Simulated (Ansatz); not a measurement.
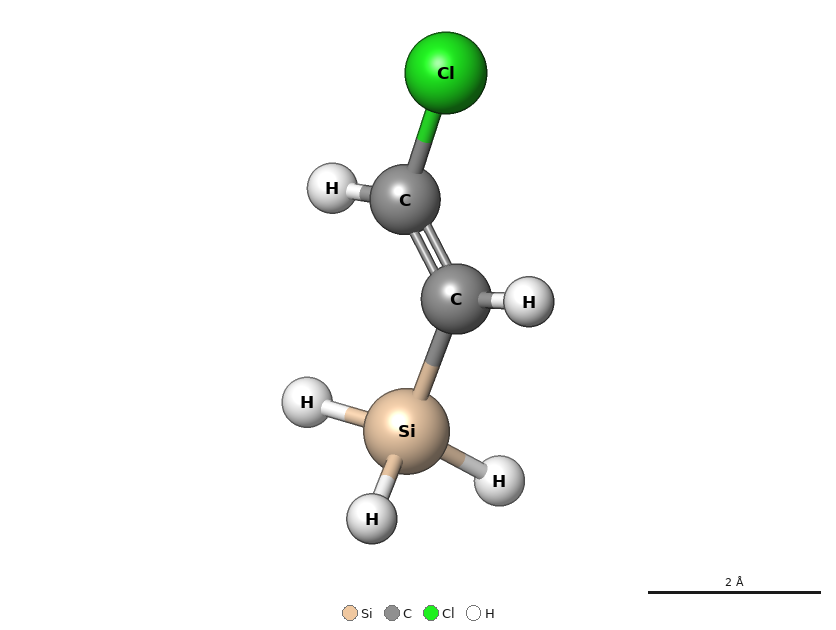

The picture shows a molecular structure as a ball-and-stick model. Double and triple bonds are drawn as two and three sticks.

Description:

The molecule is C2H5ClSi. SMILES: `[SiH3]/C=C/Cl`. It has no ring. Among its groups: alkene, C–Cl bond, Si–H bond. The point group is Cs. Coordination: 1 Si tetrahedral; 2 C trigonal planar.

More results for the same structure follow; atom numbers are the same in all pictures, views and colours differ. The geometry was computed by an optimisation with PBE0-D4/def2-TZVP.

**Shape**

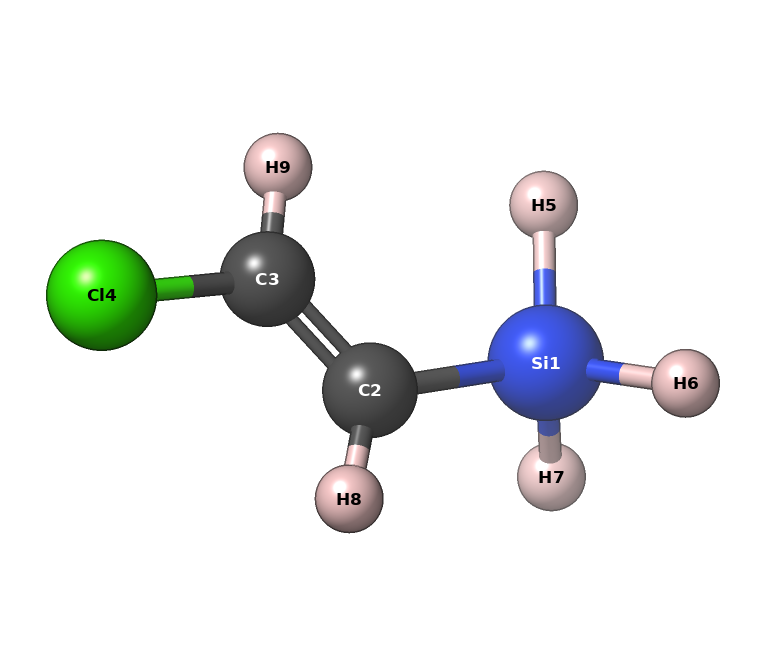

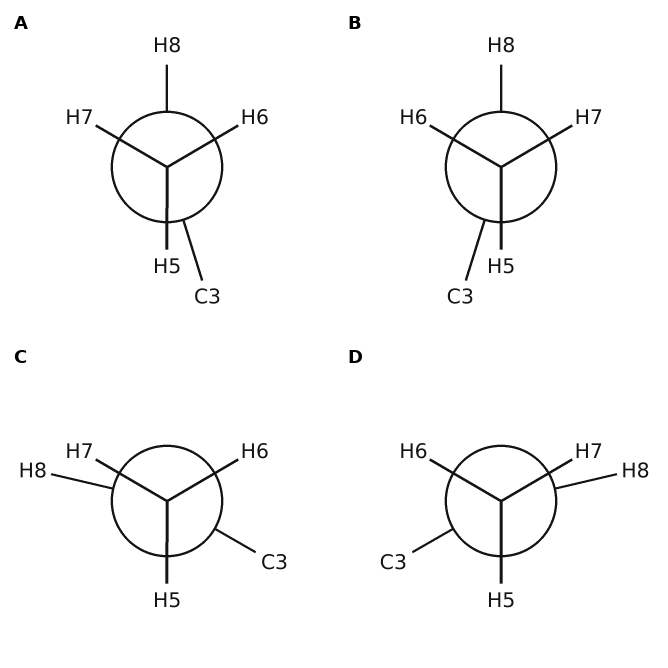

Depth is shown by fading: the farther an atom, the more it takes the colour of the background. Bonds that would overlap in a projection are set slightly apart.

> Which Newman projection shows the view along Si1–C2, with Si1 in front?

A. The torsion angle H5–Si1–C2–C3 is 0°, synperiplanar (eclipsed).

**Thermal motion**

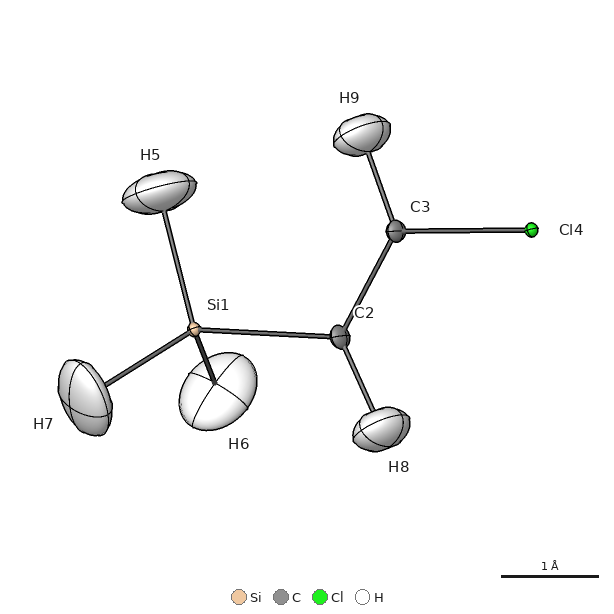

Displacement ellipsoids at the 50 % level, enlarged 1.5 times, from the internal vibrations of the free molecule (harmonic, no overall translation or rotation; no half-axis is drawn under 0.075 Å). Vibrations computed with RKS PBE0-D4/def2-TZVP (Ansatz 0.2.0). Temperature: 0 K (zero-point motion alone).

Give the displacement parameters, one line for each set of equivalent atoms.

```csv
atom,U_eq (Å²),rms amplitudes (Å)
Si1,0.00060,"0.018, 0.020, 0.033"
C2,0.0028,"0.035, 0.056, 0.065"
C3,0.0026,"0.037, 0.050, 0.062"
Cl4,0.00050,"0.018, 0.021, 0.027"
H5,0.0230,"0.087, 0.170, 0.180"
"H6, H7",0.0250,"0.088, 0.161, 0.203"
H8,0.0161,"0.088, 0.128, 0.155"
H9,0.0162,"0.084, 0.123, 0.162"
```

**Electronic properties**

Properties computed with RKS B3LYP-D4/def2-TZVPP (Ansatz 0.2.0).

Predict the main results.

- dipole moment: 0.73 D
- HOMO energy (Kohn–Sham orbital): −7.44 eV
- LUMO energy (Kohn–Sham orbital): −0.97 eV
- HOMO–LUMO gap: 6.47 eV
- dispersion correction: −29.7 kJ/mol

**Vibrations**

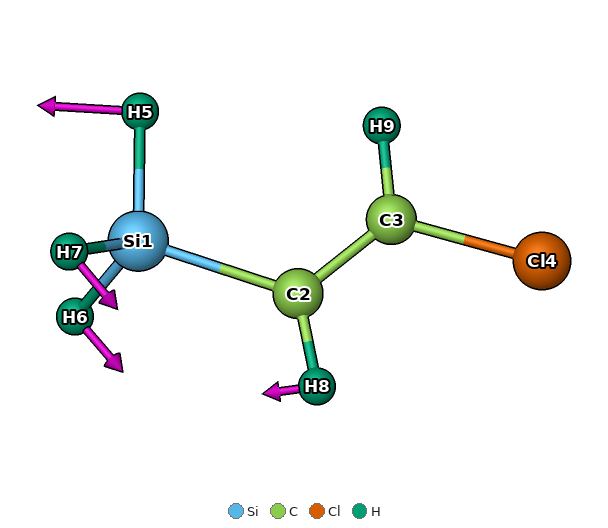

The arrows show one normal mode. Harmonic vibrations computed with RKS PBE0-D4/def2-TZVP (Ansatz 0.2.0) at a stationary point of the same level.

> Describe the motion.

Mostly C–Si–H bending.

> Estimate its harmonic wavenumber.

613 cm⁻¹; it is mode 5 of 21 counted from the lowest.

**Charges**

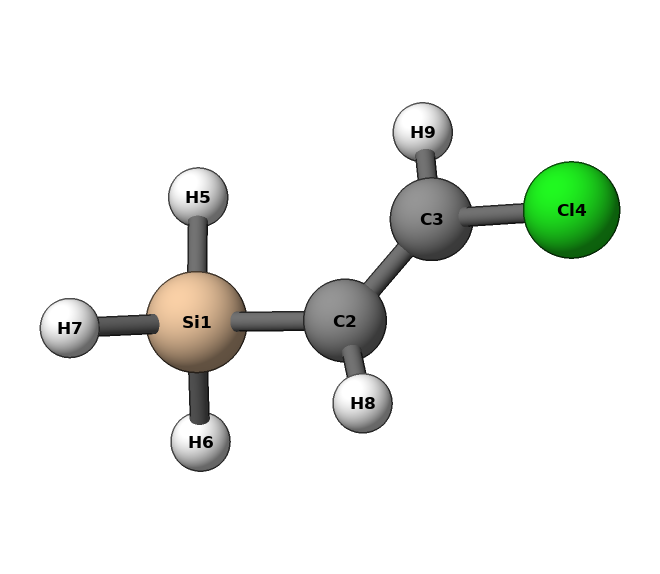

The questions are on Mulliken charges. Properties computed with RKS PBE0-D4/def2-TZVP (Ansatz 0.2.0).

List the Mulliken charges.

```tsv
atom	value (e)
Si1	0.17
C2	−0.27
C3	−0.05
Cl4	−0.09
H5	−0.02
H6	−0.02
H7	−0.02
H8	0.14
H9	0.15
```

Mulliken values depend strongly on the basis set and can even reverse the polarity of a bond.
